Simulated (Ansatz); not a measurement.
Method: PBE (plane waves to 420 eV, PAW; Ansatz, a first-principles code).

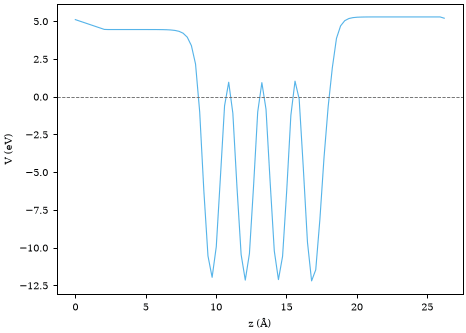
*Planar average of the electrostatic potential across the slab, in eV from the Fermi level, for C on the 1x1 (111) surface of fcc Ag, one in a 2x2 cell, started at the site 'hollow Ag-Ag-Ag over Ag at depth 2.4 Å'*

Set-up: 17 atoms, 7.1 Å thick at the start under the adsorbate (thin: gaps and levels are the slab's own); mesh 6x6x1; 0.1 eV smearing; dipole correction on; 8 atoms held, the rest relaxed; held to the start's symmetry, so lower structures may exist; spin-polarised, no spin-orbit, no U, no dispersion correction. The starting moment vanished. At the end it is bonded to 3 Ag. In PBE this state lies 0.08 eV over the lowest of the starts that converged ('bridge Ag-Ag (span 2.9 Å)').

The vacuum level lies 5.29 eV above the Fermi level over the top face and 4.45 eV above it under the bottom face.
